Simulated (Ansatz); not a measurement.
**Si2H2OF2 (SMILES F[Si]1(F)O[SiH2]1) at CAM-B3LYP/def2-SVP**

What is the electronic atomisation energy of Si2H2OF2 at CAM-B3LYP/def2-SVP? 

The results are computed with Ansatz 0.2.0.

49 further runs of the same task are left out: 49 set aside as unsound or not needed. Runs told in other sessions of the task aren't counted.

## 1. The structure to begin with

Si2H2OF2 has 7 atoms, charge 0, and is taken as a singlet. As SMILES, `F[Si]1(F)O[SiH2]1`. The shape is that of a PBE0-D4/def2-TZVP optimisation.

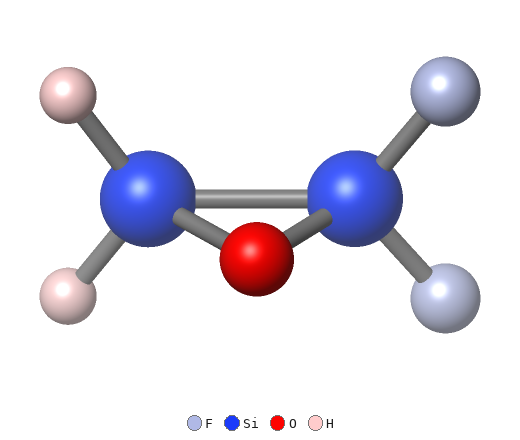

The structure, seen from a chosen angle (fluorine light blue, silicon blue, oxygen red, hydrogen pink).

## 2. The energy at CAM-B3LYP/def2-SVP

Contents of input.yaml:

```yaml
basis:
  gaussian: {orbitals: def2-SVP}
crystal:
  periodic: [false, false, false]
  atoms:
    - {symbol: F, position_ang: [0.424200, -1.612100, 1.693800]}
    - {symbol: Si, position_ang: [0.037900, -1.026000, 0.280100]}
    - {symbol: F, position_ang: [-0.194200, -2.288000, -0.639100]}
    - {symbol: O, position_ang: [1.103500, 0.077900, -0.322100]}
    - {symbol: Si, position_ang: [-0.304800, 1.058600, -0.232800]}
    - {symbol: H, position_ang: [-0.202300, 2.188800, 0.720000]}
    - {symbol: H, position_ang: [-0.802800, 1.532800, -1.545500]}
hamiltonian: {xc: {name: CAM-B3LYP}}
accuracy: high
output: {orbitals: {seedname: orbitals}}
```

The run is started by

```console
$ ansatz run input.yaml --threads 1 --pin off --max-ram 2610MiB --events-out events.jsonl --progress --plain --runs-dir runs
```

The program printed:

```text
Warning: RAYON_NUM_THREADS=1 ignored (pool sized by the plan → 1); use --threads N
Functional definition: CAM-B3LYP
  name "CAM-B3LYP"
  parameter alpha = 0.19
  parameter beta = 0.46
  parameter omega = 0.33/bohr
  parameter ac = 0.81
  exchange = (1 - alpha - beta)*b88_x + beta*b88_x_sr(omega) + alpha*exact_x + beta*exact_x_lr(omega)
  correlation = (1 - ac)*vwn5_c + ac*lyp_c
1781 factors; integrals over basis functions are off by at most 3.9e-9 eV
391 factors; integrals over basis functions are off by at most 1.8e-9 eV
mean field evaluation 1: about -23252.9781 eV, gradient 6.1e1 eV
mean field evaluation 2: about -23244.7258 eV, gradient 9.2e1 eV
mean field evaluation 4: about -23259.3600 eV, gradient 4.1e0 eV
mean field evaluation 8: about -23259.5449 eV, gradient 1.8e-1 eV
mean field evaluation 16: about -23259.5450 eV, gradient 1.4e-4 eV
mean field -23259.54499543 eV, -854.7725126961 hartree, gradient 1.4e-8 eV, S^2 0.000000; 0 other end points of the search recorded, 0 dependent functions left out
reference -23259.54501366 eV, -854.7725133660 hartree; 28, 28 occupied and 60, 60 virtual orbitals, 1781 factors
Total energy: -23259.54501366 eV, -854.7725133660 hartree
```

It took 9.6 s on 1 thread of Arm Neoverse V1, shared host; peak memory 0.33 GiB.

## 3. The F atom, same level

Contents of in.yaml:

```yaml
crystal:
  periodic: [false, false, false]
  atoms:
    - {symbol: F, position_ang: [0.000000, 0.000000, 0.000000]}
basis:
  gaussian: {orbitals: def2-SVP}
magnetization: {spin_polarized: true, initial_magnetization: 1}
hamiltonian: {xc: {name: CAM-B3LYP}}
accuracy: high
```

Run the same way, it converges to -99.61656 Eh (log not shown).

## 4. The H atom, same level

Contents of job.yaml:

```yaml
crystal:
  periodic: [false, false, false]
  atoms:
    - {symbol: H, position_ang: [0.000000, 0.000000, 0.000000]}
basis:
  gaussian: {orbitals: def2-SVP}
magnetization: {spin_polarized: true, initial_magnetization: 1}
hamiltonian: {xc: {name: CAM-B3LYP}}
accuracy: high
```

Run the same way, it converges to -0.49790 Eh (log not shown).

## 5. The O atom at the same level

Contents of molecule.yaml:

```yaml
crystal:
  periodic: [false, false, false]
  atoms:
    - {symbol: O, position_ang: [0.000000, 0.000000, 0.000000]}
basis:
  gaussian: {orbitals: def2-SVP}
magnetization: {spin_polarized: true, initial_magnetization: 2}
hamiltonian: {xc: {name: CAM-B3LYP}}
accuracy: high
```

The run is started by

```console
$ ansatz run molecule.yaml --threads 1 --pin off --max-ram 2610MiB --events-out events.jsonl --progress --plain --runs-dir runs
```

The program printed, shortened:

```text
Warning: RAYON_NUM_THREADS=1 ignored (pool sized by the plan → 1); use --threads N
[... 8 set-up lines as earlier in the session ...]
95 factors; integrals over basis functions are off by at most 1.3e-9 eV
54 factors; integrals over basis functions are off by at most 7.8e-10 eV
mean field evaluation 1: about -2040.1563 eV, gradient 4.8e0 eV
mean field evaluation 2: about -2040.2240 eV, gradient 1.8e0 eV
mean field evaluation 4: about -2040.2368 eV, gradient 2.8e-2 eV
mean field evaluation 8: about -2040.2369 eV, gradient 3.6e-4 eV
mean field -2040.23689168 eV, -74.9773228469 hartree, gradient 6.1e-9 eV, S^2 2.002195; 0 other end points of the search recorded, 0 dependent functions left out
reference -2040.23689711 eV, -74.9773230464 hartree; 5, 3 occupied and 9, 11 virtual orbitals, 95 factors
Total energy: -2040.23689711 eV, -74.9773230464 hartree
```

It took 0.4 s on 1 thread of Arm Neoverse V1, shared host.

## 6. The Si atom at the same level

Contents of job.yaml:

```yaml
crystal:
  periodic: [false, false, false]
  atoms:
    - {symbol: Si, position_ang: [0.000000, 0.000000, 0.000000]}
basis:
  gaussian:
    orbitals: def2-SVP
total_charge: 0
magnetization:
  spin_polarized: true
  initial_magnetization: 2
hamiltonian:
  xc: {name: CAM-B3LYP}
accuracy: high
```

Run the same way, it converges to -289.27834 Eh (log not shown).

## 7. Summary of results

Level: CAM-B3LYP/def2-SVP.

| quantity | value |
| --- | --- |
| molecule: total energy | -854.77251 Eh |
| molecule: HOMO energy | -8.90 eV |
| molecule: LUMO energy | -0.17 eV |
| molecule: HOMO–LUMO gap | 8.73 eV |
| F atom: total energy | -99.61656 Eh |
| F atom: ⟨S²⟩ | 0.751 |
| H atom: total energy | -0.49790 Eh |
| H atom: ⟨S²⟩ | 0.750 |
| O atom: total energy | -74.97732 Eh |
| O atom: ⟨S²⟩ | 2.002 |
| Si atom: total energy | -289.27834 Eh |
| Si atom: ⟨S²⟩ | 2.003 |
| electronic atomisation energy | 27.472 eV |

**Reading.** Taking the molecule apart into free atoms costs 27.47 eV (634 kcal/mol), before zero-point energy and without spin-orbit coupling.
